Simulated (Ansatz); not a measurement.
# One shape, several levels: quartet C2H5O

We compute a comparison of 6 runs (UHF/STO-3G, UHF/aug-cc-pVDZ, U-wB97X/aug-cc-pVDZ, UBLYP/aug-cc-pVDZ, UPBE0/aug-cc-pVDZ, USVWN5/aug-cc-pVDZ) of quartet C2H5O. 

Program for the calculation: Ansatz 0.2.0.

33 further runs of the same task are left out: 33 set aside as unsound or not needed.

### Step 1. The system as given

The species is C2H5O (8 atoms), meant as a quartet with charge 0. SMILES of the parent species: `CC[O]`. The coordinates come from a PBE0-D4/def2-TZVP relaxation. That shape belongs to the parent species and isn't relaxed for this state.

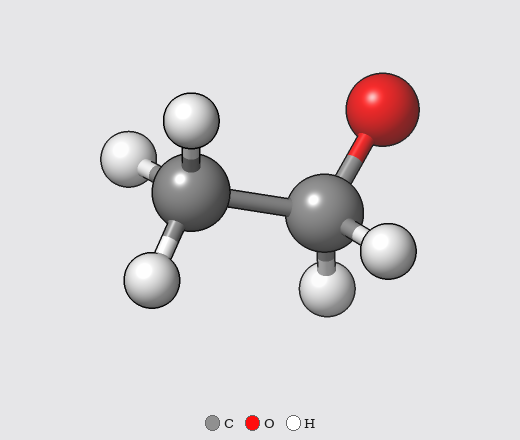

Viewed from a chosen angle; carbon grey, oxygen red, hydrogen white.

### Step 2. The energy at UHF/STO-3G (run 1)

File in.yaml:

```yaml
crystal:
  periodic: [false, false, false]
  atoms:
    - {symbol: C, position_ang: [-0.448800, 0.594100, -0.264500]}
    - {symbol: C, position_ang: [0.392800, -0.560600, 0.239800]}
    - {symbol: O, position_ang: [1.676500, -0.263400, 0.560000]}
    - {symbol: H, position_ang: [-1.464700, 0.263300, -0.495200]}
    - {symbol: H, position_ang: [-0.010900, 1.018500, -1.170000]}
    - {symbol: H, position_ang: [-0.505800, 1.382200, 0.488700]}
    - {symbol: H, position_ang: [0.422200, -1.394700, -0.489000]}
    - {symbol: H, position_ang: [-0.061300, -1.039300, 1.130100]}
basis:
  gaussian: {orbitals: STO-3G}
magnetization: {spin_polarized: true, initial_magnetization: 3}
hamiltonian: {xc: hf}
accuracy: high
output: {orbitals: {seedname: orbitals}}
```

Launch:

```console
$ ansatz run in.yaml --threads 1 --pin off --max-ram 3480MiB --events-out events.jsonl --progress --plain --runs-dir runs
```

Log:

```text
Warning: RAYON_NUM_THREADS=1 ignored (pool sized by the plan → 1); use --threads N
Functional definition: HF
  name "HF"
  exchange = exact_x
  correlation = 0
373 factors; integrals over basis functions are off by at most 3.5e-8 eV
mean field evaluation 1: about -4108.1730 eV, gradient 1.2e1 eV
mean field evaluation 2: about -4108.4450 eV, gradient 1.2e1 eV
mean field evaluation 4: about -4111.5812 eV, gradient 4.0e0 eV
mean field evaluation 8: about -4112.2050 eV, gradient 1.0e-1 eV
mean field evaluation 16: about -4112.1963 eV, gradient 1.8e-8 eV
mean field -4112.19629830 eV, -151.1204266159 hartree, gradient 1.8e-8 eV, S^2 3.753447; 0 other end points of the search recorded, 0 dependent functions left out
reference -4112.19629830 eV, -151.1204266159 hartree; 14, 11 occupied and 6, 9 virtual orbitals, 373 factors
Total energy: -4112.19629830 eV, -151.1204266159 hartree
```

Wall time 0.18 s (1 thread of Intel Xeon 6975P-C (Granite Rapids), shared host).

### Step 3. The energy at UHF/aug-cc-pVDZ (run 2)

File in.yaml:

```yaml
crystal:
  periodic: [false, false, false]
  atoms:
    - symbol: C
      position_ang: [-0.448800, 0.594100, -0.264500]
    - symbol: C
      position_ang: [0.392800, -0.560600, 0.239800]
    - symbol: O
      position_ang: [1.676500, -0.263400, 0.560000]
    - symbol: H
      position_ang: [-1.464700, 0.263300, -0.495200]
    - symbol: H
      position_ang: [-0.010900, 1.018500, -1.170000]
    - symbol: H
      position_ang: [-0.505800, 1.382200, 0.488700]
    - symbol: H
      position_ang: [0.422200, -1.394700, -0.489000]
    - symbol: H
      position_ang: [-0.061300, -1.039300, 1.130100]
basis:
  gaussian: {orbitals: aug-cc-pVDZ}
accuracy: high
magnetization: {spin_polarized: true, initial_magnetization: 3}
hamiltonian: {xc: hf}
output: {orbitals: {seedname: orbitals}}
```

Launch:

```console
$ ansatz run in.yaml --threads 1 --pin off --max-ram 3480MiB --events-out events.jsonl --progress --plain --runs-dir runs
```

Log:

```text
Warning: RAYON_NUM_THREADS=1 ignored (pool sized by the plan → 1); use --threads N
[... 4 set-up lines as earlier in the session ...]
2272 factors; integrals over basis functions are off by at most 3.0e-9 eV
mean field evaluation 1: about -4165.9179 eV, gradient 2.1e1 eV
mean field evaluation 2: about -4165.9184 eV, gradient 2.1e1 eV
mean field evaluation 4: about -4169.4322 eV, gradient 5.3e0 eV
mean field evaluation 8: about -4169.9956 eV, gradient 3.4e-1 eV
mean field evaluation 16: about -4170.0145 eV, gradient 1.5e-7 eV
mean field evaluation 32: about -4169.2279 eV, gradient 2.5e0 eV
mean field evaluation 64: about -4169.6378 eV, gradient 1.7e0 eV
mean field evaluation 96: about -4169.6660 eV, gradient 1.1e0 eV
mean field evaluation 128: about -4170.0144 eV, gradient 1.3e-2 eV
mean field -4170.01446401 eV, -153.2452050149 hartree, gradient 1.9e-8 eV, S^2 3.778051; 3 other end points of the search recorded, 0 dependent functions left out
reference -4170.01446401 eV, -153.2452050149 hartree; 14, 11 occupied and 100, 103 virtual orbitals, 2272 factors
Total energy: -4170.01446401 eV, -153.2452050149 hartree
```

Run time: 11 s. Hardware: 1 thread of Intel Xeon 6975P-C (Granite Rapids), shared host; peak memory 0.38 GiB.

Runs 3 to 5 aren't shown in full; the table further down has their settings and results.

### Step 4. A single-point energy at USVWN5/aug-cc-pVDZ (run 6)

File job.yaml:

```yaml
crystal:
  periodic: [false, false, false]
  atoms:
    - {symbol: C, position_ang: [-0.448800, 0.594100, -0.264500]}
    - {symbol: C, position_ang: [0.392800, -0.560600, 0.239800]}
    - {symbol: O, position_ang: [1.676500, -0.263400, 0.560000]}
    - {symbol: H, position_ang: [-1.464700, 0.263300, -0.495200]}
    - {symbol: H, position_ang: [-0.010900, 1.018500, -1.170000]}
    - {symbol: H, position_ang: [-0.505800, 1.382200, 0.488700]}
    - {symbol: H, position_ang: [0.422200, -1.394700, -0.489000]}
    - {symbol: H, position_ang: [-0.061300, -1.039300, 1.130100]}
basis:
  gaussian: {orbitals: aug-cc-pVDZ}
magnetization: {spin_polarized: true, initial_magnetization: 3}
hamiltonian: {xc: {name: SVWN5}}
accuracy: high
output: {orbitals: {seedname: orbitals}}
```

Launch:

```console
$ ansatz run job.yaml --threads 1 --pin off --max-ram 3480MiB --events-out events.jsonl --progress --plain --runs-dir runs
```

Log:

```text
Warning: RAYON_NUM_THREADS=1 ignored (pool sized by the plan → 1); use --threads N
Functional definition: SVWN5
  name "SVWN5"
  exchange = slater_x
  correlation = vwn5_c
2272 factors; integrals over basis functions are off by at most 3.0e-9 eV
mean field evaluation 1: about -4143.6377 eV, gradient 5.5e1 eV
mean field evaluation 2: about -4070.5154 eV, gradient 1.2e2 eV
mean field evaluation 4: about -4156.2536 eV, gradient 2.5e1 eV
mean field evaluation 8: about -4159.3615 eV, gradient 2.1e-1 eV
mean field evaluation 16: about -4159.3614 eV, gradient 1.2e-4 eV
mean field evaluation 32: about -4153.4877 eV, gradient 2.0e1 eV
mean field -4159.36135402 eV, -152.8537104439 hartree, gradient 4.5e-8 eV, S^2 3.753813; 3 other end points of the search recorded, 0 dependent functions left out
reference -4159.36135690 eV, -152.8537105495 hartree; 14, 11 occupied and 100, 103 virtual orbitals, 2272 factors
Total energy: -4159.36135690 eV, -152.8537105495 hartree
```

Run time: 6.3 s. Hardware: 1 thread of Intel Xeon 6975P-C (Granite Rapids), shared host; peak memory 0.41 GiB.

### Step 5. All runs side by side

| run | level | energy (Eh) | ⟨S²⟩ | wall time |
| --- | --- | --- | --- | --- |
| 1 | UHF/STO-3G | -151.120427 | 3.753 | 0.18 s |
| 2 | UHF/aug-cc-pVDZ | -153.245205 | 3.778 | 11 s |
| 3 | U-wB97X/aug-cc-pVDZ | -154.084062 | 3.762 | 59 s |
| 4 | UBLYP/aug-cc-pVDZ | -154.098246 | 3.755 | 8.4 s |
| 5 | UPBE0/aug-cc-pVDZ | -153.968715 | 3.761 | 15 s |
| 6 | USVWN5/aug-cc-pVDZ | -152.853711 | 3.754 | 6.3 s |

### Step 6. Results

```
                                 quantity          value
                      run 6: total energy  -152.85371 Eh
run 6: HOMO energy (highest over α and β)       -2.05 eV
                              run 6: ⟨S²⟩          3.754
```

What this shows: Totals of different functionals can't be ranked against each other. In run 1 the basis is minimal, so the values are rough. All runs together took 100 s, the longest 59 s.
